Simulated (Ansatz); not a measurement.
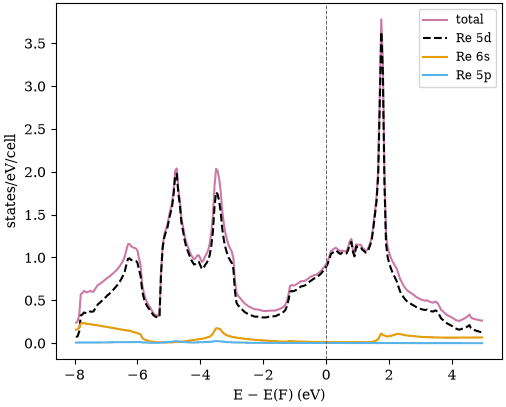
Figure. Total and projected density of states of Re (bcc (W type), space group No. 229), the program Ansatz at the r²SCAN level (PAW)

Problem. Which orbitals carry the states next to the Fermi level?

Solution. Within 0.5 eV of the Fermi level: Re 5d 96 %. Projections are on Löwdin-orthogonalised atomic valence shells; empty p or d shells of many metals are not among them.

Problem. Where is the tallest occupied peak in this window, and what makes it?

Solution. Near -4.8 eV, about 2.0 states/eV per cell; the largest projected share is Re 5d.

Space group Im-3m (bcc (W type)). A made-up cell: these elements were put on the sites of a structure type; the Crystallography Open Database copy checked does not list it. It is not the phase usual at ambient conditions (space group No. 194). The cell was relaxed with r²SCAN under the symmetry of its start; whether a distortion lowers the energy is not shown. No spin polarisation was allowed. Scalar-relativistic: spin–orbit coupling is off unless named, which matters more the heavier the elements.

Potentials: the later of the program's two PAW sets.
